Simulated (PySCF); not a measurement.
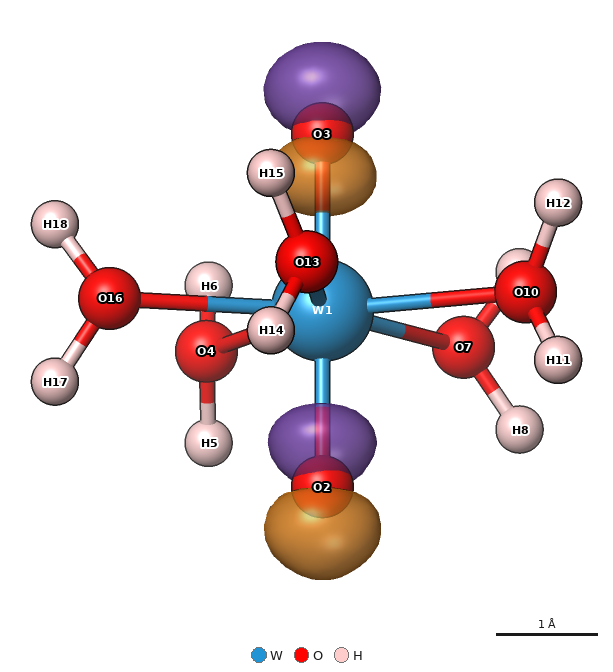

H₁₀O₇W (charge +2). One frontier orbital at ±0.3 Å⁻³ᐟ² (orange and purple are the two phases), seen from one side.

Core potentials replace the inner electrons of W.

Method: RKS PBE, W def2-SVP with ECP60, O def2-SVP, H def2-SVP; non-relativistic Hamiltonian with scalar-relativistic core potentials where named; density fitting in PySCF 2.14.0.

```csv
atom,x (Å),y (Å),z (Å)
W,0.0000,0.0000,0.0000
O,0.0000,0.0000,1.7936
O,0.0000,0.0000,-1.7936
O,2.1717,-0.0580,0.0000
H,2.6582,0.2519,0.7994
H,2.6582,0.2519,-0.7994
O,0.7263,2.0475,0.0000
H,0.5818,2.6059,0.7994
H,0.5818,2.6059,-0.7994
O,-1.7228,1.3234,0.0000
H,-2.2986,1.3586,0.7994
H,-2.2986,1.3586,-0.7994
O,-1.7910,-1.2296,0.0000
H,-2.0024,-1.7662,0.7994
H,-2.0024,-1.7662,-0.7994
O,0.6159,-2.0833,0.0000
H,1.0610,-2.4502,0.7994
H,1.0610,-2.4502,-0.7994
```

### Which orbital is it: HOMO or LUMO?

The HOMO, at −14.14 eV. It lies mainly on O2 (about 45 %) and O3 (about 45 %); largely a combination of lone pairs on O2 and O3.
